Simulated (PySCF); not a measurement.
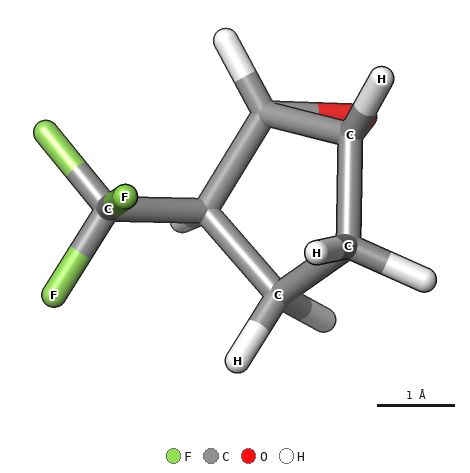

**Figure 1.** The structure (stick view, seen at a tilt). Bond lengths as drawn: C–C 1.46 to 1.54 Å, C–F 1.34 Å, C–H 1.08 to 1.09 Å and C–O 1.39 to 1.40 Å.

**C6H7F3O: NMR shielding calculation**

The run: NMR shielding calculation of C6H7F3O, SMILES FC(F)(F)[C@@H]1CC[C@H]2O[C@@H]12. Method and program: GIAO PBE0/pcSseg-1 NMR shielding, non-relativistic, gas phase (PySCF 2.14.0).

The geometry comes from this level: GFN2-xTB. Figures and captions count atoms from 1; the log counts them from 0 in places.

## Input file
```
{"job": {"kind": "nmr", "xc": "PBE0", "basis": "pcSseg-1"}, "charge": 0, "multiplicity": 1}
F      2.540683    -1.145599     0.404840
C      1.822415    -0.233026    -0.265539
F      1.405356    -0.830902    -1.391375
F      2.684443     0.724677    -0.644532
C      0.682488     0.324544     0.569675
C     -0.340757    -0.766047     0.945060
C     -1.403276    -0.758666    -0.166913
C     -1.369510     0.661553    -0.688909
O     -1.353118     1.652218     0.300859
C     -0.126450     1.307325    -0.264846
H      1.129104     0.793374     1.450048
H      0.132646    -1.739983     1.057135
H     -0.802125    -0.492271     1.892634
H     -2.385322    -1.030258     0.216390
H     -1.139093    -1.437928    -0.977721
H     -1.872627     0.911989    -1.613299
H      0.388147     2.071028    -0.833419
```

The first line tells a small driver script what to run in PySCF; the rest is the geometry in Å.

Launch command:
```bash
OMP_NUM_THREADS=1 python <driver script> task.json out
```

## Output
```
coarse grid: 15200 points
cycle   1  E = -606.6332931039  dE =  1.885e+00  |g| = 1.009e+00  |ddm| = 3.728e+00
cycle   2  E = -606.4113832781  dE =  2.219e-01  |g| = 1.566e+00  |ddm| = 1.751e+00
cycle   3  E = -606.8081048079  dE = -3.967e-01  |g| = 1.217e-01  |ddm| = 1.235e+00
cycle   4  E = -606.8101750370  dE = -2.070e-03  |g| = 7.035e-02  |ddm| = 1.504e-01
cycle   5  E = -606.8110730519  dE = -8.980e-04  |g| = 1.215e-02  |ddm| = 6.328e-02
cycle   6  E = -606.8110941706  dE = -2.112e-05  |g| = 4.397e-03  |ddm| = 1.082e-02
cycle   7  E = -606.8110979657  dE = -3.795e-06  |g| = 4.939e-04  |ddm| = 3.714e-03
final grid: 150872 points
cycle   8  E = -606.9001581278  dE = -5.696e-05  |g| = 1.238e-02  |ddm| = 3.857e-02
cycle   9  E = -606.9001188483  dE =  3.928e-05  |g| = 1.936e-02  |ddm| = 2.431e-02
cycle  10  E = -606.9001881184  dE = -6.927e-05  |g| = 1.595e-03  |ddm| = 1.527e-02
cycle  11  E = -606.9001886278  dE = -5.094e-07  |g| = 3.565e-04  |ddm| = 1.728e-03
cycle  12  E = -606.9001886487  dE = -2.090e-08  |g| = 9.489e-05  |ddm| = 3.278e-04
cycle  13  E = -606.9001886499  dE = -1.133e-09  |g| = 3.640e-05  |ddm| = 7.322e-05
cycle  14  E = -606.9001886501  dE = -2.287e-10  |g| = 5.272e-06  |ddm| = 2.810e-05
```

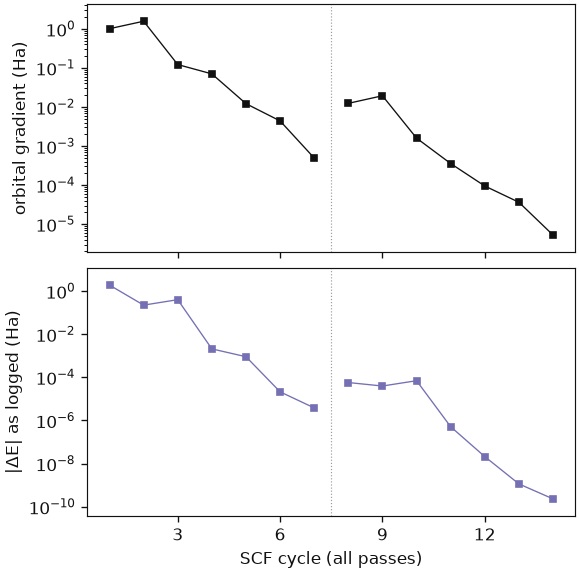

**Figure 2.** Convergence of the self-consistent field: orbital gradient and size of the energy change against the SCF cycle. The dotted line marks the change from a coarse to the final integration grid. The first 7 cycles use a coarse grid, the final grid takes over at cycle 8, and the field converges after 14 cycles in all.

```
converged SCF energy = -606.9001886501

GIAO shielding tensors (ppm)
atom      isotropic    diamagn.    paramagn.     s11        s22        s33       span
  0 F      254.421     472.499    -218.078    166.284    251.545    345.435    179.151
  1 C       50.273     243.025    -192.752     45.315     46.777     58.728     13.413
  2 F      265.512     476.423    -210.910    182.789    269.929    343.820    161.031
  3 F      255.057     472.916    -217.859    167.271    256.682    341.217    173.946
  4 C      138.800     250.432    -111.632    122.199    140.988    153.214     31.016
  5 C      163.532     246.434     -82.902    139.803    169.569    181.224     41.421
  6 C      157.372     246.254     -88.882    139.088    159.383    173.645     34.556
  7 C      132.373     252.242    -119.869     86.407    125.949    184.762     98.355
  8 O      315.899     398.106     -82.207    166.676    384.954    396.066    229.390
  9 C      132.988     248.780    -115.792     90.435    124.427    184.101     93.666
 10 H       29.010      30.378      -1.368     25.468     27.559     34.003      8.535
 11 H       29.925      29.837       0.088     24.746     28.720     36.309     11.563
 12 H       29.991      29.968       0.023     25.246     26.567     38.160     12.914
 13 H       29.725      28.525       1.199     25.298     26.691     37.185     11.888
 14 H       29.952      29.797       0.155     25.519     27.924     36.413     10.894
 15 H       28.507      30.409      -1.902     22.320     25.431     37.769     15.449
 16 H       28.395      30.557      -2.162     21.180     27.393     36.612     15.433
```

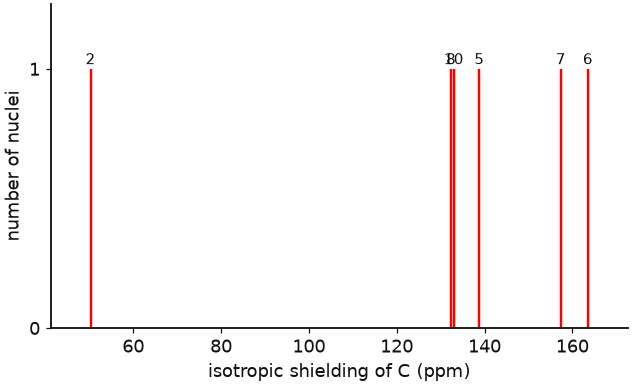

**Figure 3.** Isotropic shieldings of the carbon nuclei in this fixed geometry, labelled by atom number; shielding grows to the right, so chemical shift grows to the left. The least shielded is C2 (50.3 ppm), the most shielded C6 (163.5 ppm).

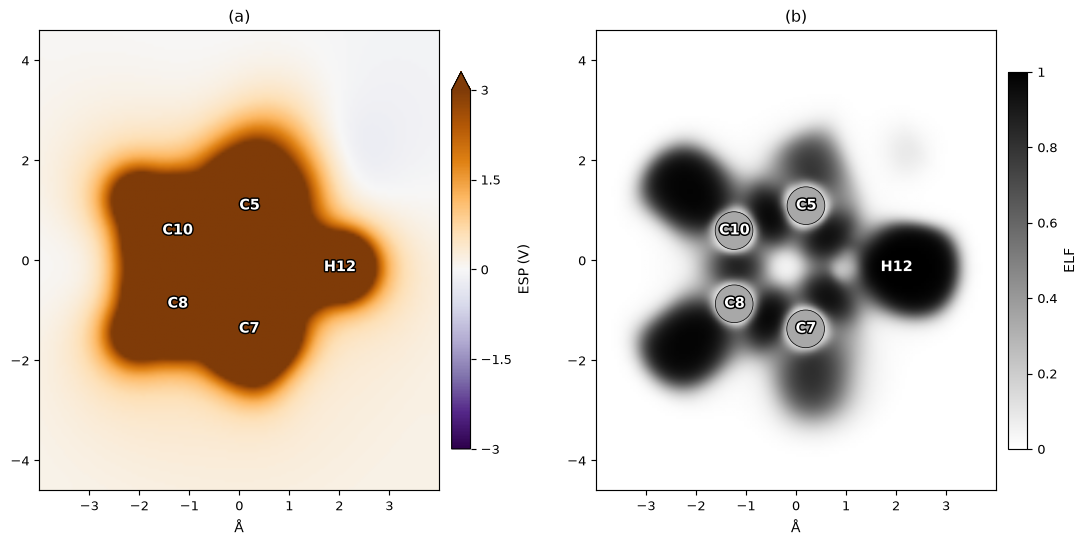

**Figure 4.** (a) electrostatic potential; (b) electron localisation function on the plane of atoms C7, C8 and C10. Grey discs, where drawn, cover atomic cores. Atoms in the plane: C and H. C–C (1.46 Å): the ELF peaks at about 0.85 between the atoms, which marks a covalent bond. C–C (1.51 Å): the ELF peaks at about 0.95 between the atoms (a shared electron pair). The potential has no marked negative region in this plane.

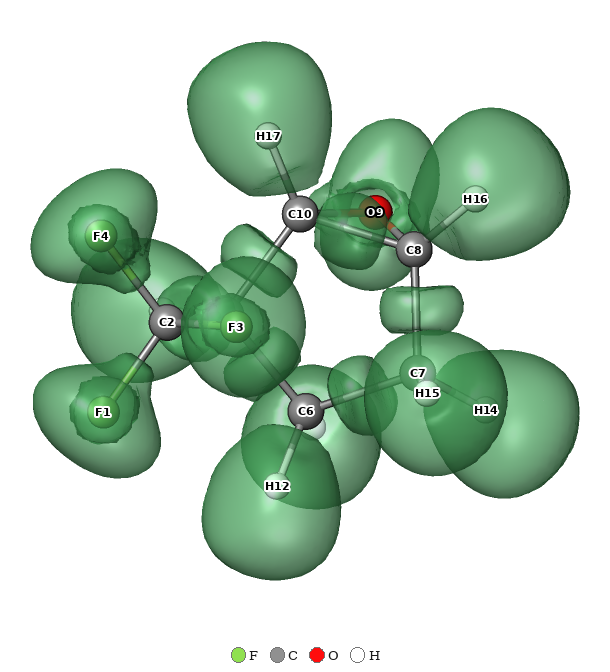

**Figure 5.** Isosurface of the ELF at 0.75 (green), seen at a tilt. Core shells and regions of very low density are left out. Along the contacts the grid gives the following. C–F (1.34 Å): the ELF peaks at about 0.85 between the atoms (a shared but strongly polarised pair). C–O (1.39 Å): the ELF peaks at about 0.80 between the atoms (a shared but strongly polarised pair).

## Key numbers

```csv
quantity,value
outcome,converged
total energy,−606.900189 hartree
HOMO,−8.07 eV
LUMO,1.50 eV
dipole moment,1.21 D
"isotropic shielding, F",254.4 to 265.5 ppm
"isotropic shielding, C",50.3 to 163.5 ppm
"isotropic shielding, O",315.9 ppm
"isotropic shielding, H",28.4 to 30.0 ppm
hardware,"1 CPU thread, shared host"
wall time,44 s
peak memory,0.92 GiB
```
